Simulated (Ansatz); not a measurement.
# SiH2O2 (SMILES O[Si]O) at 6 levels

Aim: a comparison of 6 runs (PBE0/STO-3G, SVWN5/STO-3G, UB3LYP/STO-3G, UPBE0/STO-3G, BCCD(T)/STO-3G, CCSDT/STO-3G) of SiH2O2. 

The results are computed with Ansatz 0.2.0.

47 further runs of the same task are left out: 1 that didn't finish, 46 set aside as unsound or not needed.

## 1. The structure to begin with

SiH2O2 has 5 atoms, charge 0, and is taken as a singlet. SMILES: `O[Si]O`. The O3–Si2 distance was set to 3.325 Å, away from the relaxed value. At this shape a bond of the SMILES string is far longer than usual.

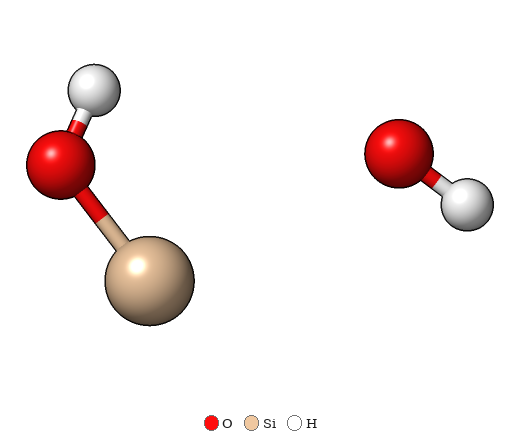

Viewed from a chosen angle; oxygen red, silicon light orange, hydrogen white.

## 2. A single-point energy at PBE0/STO-3G (run 1)

job.yaml

```yaml
basis:
  gaussian:
    orbitals: STO-3G
crystal:
  periodic: [false, false, false]
  atoms:
    - symbol: O
      position_ang: [-2.691163, -1.084371, 0.224085]
    - symbol: Si
      position_ang: [-1.459963, -1.770071, 1.066785]
    - symbol: O
      position_ang: [1.036000, 0.187500, 0.068600]
    - symbol: H
      position_ang: [-2.479863, -0.329871, -0.337015]
    - symbol: H
      position_ang: [1.901100, -0.013100, 0.433400]
hamiltonian:
  xc: pbe0
accuracy: high
```

Launch:

```console
$ ansatz run job.yaml --threads 1 --pin off --max-ram 2610MiB --events-out events.jsonl --progress --plain --runs-dir runs
```

Output:

```text
Warning: RAYON_NUM_THREADS=1 ignored (pool sized by the plan → 1); use --threads N
Functional definition: PBE0
  name "PBE0"
  parameter a = 0.25
  parameter kappa = 0.804
  parameter beta = 0.06672455060314922
  exchange = (1 - a)*pbe_x(kappa = kappa, mu = beta*pi^2/3) + a*exact_x
  correlation = pbe_c(beta = beta)
349 factors; integrals over basis functions are off by at most 3.3e-8 eV
mean field evaluation 1: about -11832.8221 eV, gradient 3.2e1 eV
mean field evaluation 2: about -11685.3738 eV, gradient 1.4e2 eV
mean field evaluation 4: about -11833.4922 eV, gradient 3.4e1 eV
mean field evaluation 8: about -11724.4991 eV, gradient 9.6e1 eV
mean field evaluation 16: about -11841.6181 eV, gradient 3.7e-1 eV
mean field -11841.62259903 eV, -435.1716039741 hartree, gradient 1.2e-8 eV, S^2 0.000000; 2 other end points of the search recorded, 0 dependent functions left out
reference -11841.62260059 eV, -435.1716040316 hartree; 16, 16 occupied and 5, 5 virtual orbitals, 349 factors
Total energy: -11841.62260059 eV, -435.1716040316 hartree
```

Run time: 1.3 s. Hardware: 1 thread of Arm Neoverse V2, shared host; peak memory 0.094 GiB.

## 3. The energy at SVWN5/STO-3G (run 2)

in.yaml

```yaml
crystal:
  periodic: [false, false, false]
  atoms:
    - {symbol: O, position_ang: [-2.691163, -1.084371, 0.224085]}
    - {symbol: Si, position_ang: [-1.459963, -1.770071, 1.066785]}
    - {symbol: O, position_ang: [1.036000, 0.187500, 0.068600]}
    - {symbol: H, position_ang: [-2.479863, -0.329871, -0.337015]}
    - {symbol: H, position_ang: [1.901100, -0.013100, 0.433400]}
basis:
  gaussian: {orbitals: STO-3G}
hamiltonian: {xc: {name: SVWN5}}
accuracy: high
```

Launch:

```console
$ ansatz run in.yaml --threads 1 --pin off --max-ram 2610MiB --events-out events.jsonl --progress --plain --runs-dir runs
```

Output:

```text
Warning: RAYON_NUM_THREADS=1 ignored (pool sized by the plan → 1); use --threads N
Functional definition: SVWN5
  name "SVWN5"
  exchange = slater_x
  correlation = vwn5_c
349 factors; integrals over basis functions are off by at most 3.3e-8 eV
mean field evaluation 1: about -11777.0117 eV, gradient 3.2e1 eV
mean field evaluation 2: about -11447.9479 eV, gradient 1.1e2 eV
mean field evaluation 4: about -11782.3795 eV, gradient 3.4e1 eV
mean field evaluation 8: about -11782.3537 eV, gradient 3.4e1 eV
mean field evaluation 16: about -11786.8325 eV, gradient 5.5e-5 eV
mean field evaluation 32: about -11786.7130 eV, gradient 4.9e-2 eV
mean field -11786.83248105 eV, -433.1581042767 hartree, gradient 4.9e-9 eV, S^2 0.000000; 2 other end points of the search recorded, 0 dependent functions left out
reference -11786.83248306 eV, -433.1581043505 hartree; 16, 16 occupied and 5, 5 virtual orbitals, 349 factors
Total energy: -11786.83248306 eV, -433.1581043505 hartree
```

Run time: 1.4 s. Hardware: 1 thread of Arm Neoverse V2, shared host; peak memory 0.09 GiB.

Runs 3 to 4 aren't shown in full; the table further down has their settings and results.

## 4. The energy at BCCD(T)/STO-3G (run 5)

molecule.yaml

```yaml
crystal:
  periodic: [false, false, false]
  atoms:
    - {symbol: O, position_ang: [-2.691163, -1.084371, 0.224085]}
    - {symbol: Si, position_ang: [-1.459963, -1.770071, 1.066785]}
    - {symbol: O, position_ang: [1.036000, 0.187500, 0.068600]}
    - {symbol: H, position_ang: [-2.479863, -0.329871, -0.337015]}
    - {symbol: H, position_ang: [1.901100, -0.013100, 0.433400]}
basis:
  gaussian: {orbitals: STO-3G}
correlation: {method: bccd_t, frozen_orbitals: {H: 0, O: 1, Si: 5}}
accuracy: high
scf: {omitted_lower_state_checks: [cluster_reference, increment]}
```

Launch:

```console
$ ansatz run molecule.yaml --threads 1 --pin off --max-ram 2610MiB --events-out events.jsonl --progress --plain --runs-dir runs
```

Output:

```text
Warning: RAYON_NUM_THREADS=1 ignored (pool sized by the plan → 1); use --threads N
[... 13 lines left out ...]
7 core orbitals not correlated: weight in the atoms' cores, before any rotation towards them, 1.000 or more for the frozen orbitals, at most 0.000 for the correlated occupied ones
[... 54 lines left out ...]
WARN: these amplitudes may be one of several solutions (largest doubles amplitude 0.82, level shift 10.40 eV)
Total energy: -11821.19110302 eV, -434.4207603449 hartree
Checks for a lower state left out: cluster_reference, increment
```

Wall time 0.33 s (1 thread of Arm Neoverse V2, shared host).

## 5. The energy at CCSDT/STO-3G (run 6)

input.yaml

```yaml
crystal:
  periodic: [false, false, false]
  atoms:
    - {symbol: O, position_ang: [-2.691163, -1.084371, 0.224085]}
    - {symbol: Si, position_ang: [-1.459963, -1.770071, 1.066785]}
    - {symbol: O, position_ang: [1.036000, 0.187500, 0.068600]}
    - {symbol: H, position_ang: [-2.479863, -0.329871, -0.337015]}
    - {symbol: H, position_ang: [1.901100, -0.013100, 0.433400]}
basis:
  gaussian:
    orbitals: STO-3G
correlation:
  method: ccsdt
  frozen_orbitals: {H: 0, O: 1, Si: 5}
accuracy: high
scf:
  omitted_lower_state_checks: [cluster_reference, increment]
```

Launch:

```console
$ ansatz run input.yaml --threads 1 --pin off --max-ram 2610MiB --events-out events.jsonl --progress --plain --runs-dir runs
```

Output:

```text
Warning: RAYON_NUM_THREADS=1 ignored (pool sized by the plan → 1); use --threads N
[... 13 lines left out ...]
7 core orbitals not correlated: weight in the atoms' cores, before any rotation towards them, 1.000 or more for the frozen orbitals, at most 0.000 for the correlated occupied ones
[... 74 lines left out ...]
WARN: these amplitudes may be one of several solutions (largest doubles amplitude 0.98, level shift 10.40 eV)
Total energy: -11821.15153558 eV, -434.4193062681 hartree
Checks for a lower state left out: cluster_reference, increment
```

Run time: 0.75 s. Hardware: 1 thread of Arm Neoverse V2, shared host.

## 6. The series

```csv
run,level,frozen core orbitals,energy (Eh),wall time
1,PBE0/STO-3G,–,-435.171604,1.3 s
2,SVWN5/STO-3G,–,-433.158104,1.4 s
3,UB3LYP/STO-3G,–,-435.471664,3.6 s
4,UPBE0/STO-3G,–,-435.219419,3 s
5,BCCD(T)/STO-3G,7,-434.420760,0.33 s
6,CCSDT/STO-3G,7,-434.419306,0.75 s
```

## 7. Summary of results

| quantity | value |
| --- | --- |
| run 6: total energy | -434.41931 Eh |
| run 6: correlation energy (7 core orbitals frozen) | -282.0 mEh |
| run 6: T1 diagnostic | 0.100 |

Totals of different functionals can't be ranked against each other. In runs 5, 6 the log says that unrestricted orbitals would lower the reference, so the values rest on an unstable closed-shell determinant (other closed-shell runs at this shape may share the fault). In runs 1, 2, 3, 4, 5, 6 the basis is minimal, so the values are rough. In runs 1, 2 a closed-shell determinant meets a far-stretched bond, which it describes badly. Spin contamination of the reference: run 4 ⟨S²⟩ = 0.88, run 3 ⟨S²⟩ = 0.84. Where it is this large, the reference is a mixture of spin states, and values that rest on it are in doubt. All runs together took 10 s, the longest 3.6 s.
